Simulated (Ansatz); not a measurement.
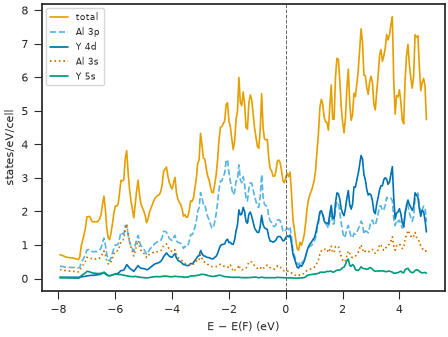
Fig. 1. Total and projected density of states of YAl3 in space group P6_3/mmc (No. 194; Y on 2d, Al on 6h), PBEsol (plane waves, PAW; program Ansatz)

Problem. Which orbitals carry the states next to the Fermi level?

Solution. Within 0.5 eV of the Fermi level: Al 3p 49 %, Y 4d 38 %, Al 3s 9 %. Projections are on Löwdin-orthogonalised atomic valence shells; empty p or d shells of many metals are not among them.

Problem. Where is the tallest occupied peak in this window, and what makes it?

Solution. Near -1.6 eV, about 6.0 states/eV per cell; the largest projected share is Al 3p.

The first step of the workflow began from a Materials Project structure, measured or hypothetical; the Crystallography Open Database copy checked does not list it. Its standing as an ambient phase is unchecked. Symmetry was held in the PBEsol relaxation; of distortions, only those at the zone centre were tested. No spin polarisation was allowed. Scalar-relativistic: spin–orbit coupling is off unless named, which matters more the heavier the elements.

Potentials: the later of the program's two PAW sets.
